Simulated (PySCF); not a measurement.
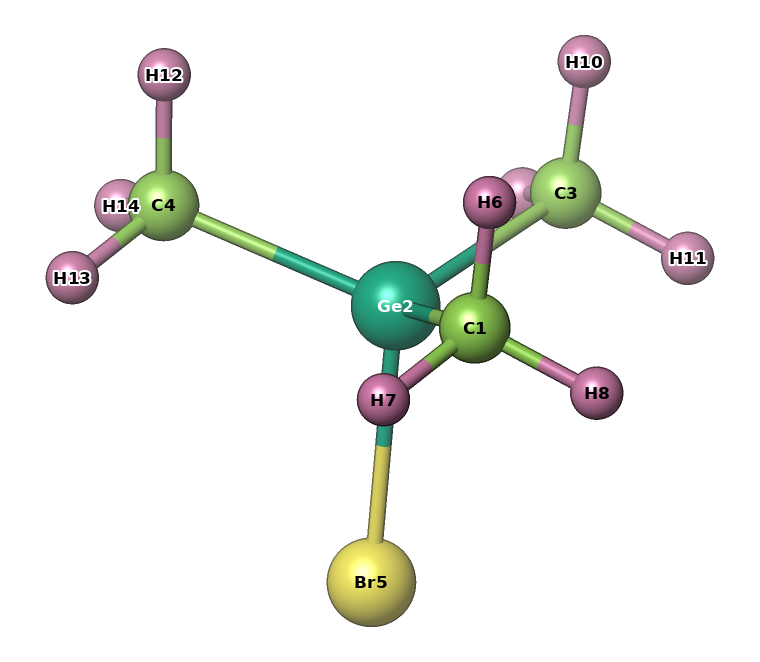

Ge2 lies behind C1. The molecule seen a little off the C1–Ge2 bond, C1 in front. Distant atoms are faded towards the background colour. Computed geometry: GFN2-xTB optimisation. No frequency run is at hand to confirm it as a minimum.

Question: What is the torsion angle H6–C1–Ge2–Br5? The sign is positive where the front bond must turn clockwise to cover the back bond.

Answer: 180°, antiperiplanar (anti). The bonds about C1–Ge2 are staggered.
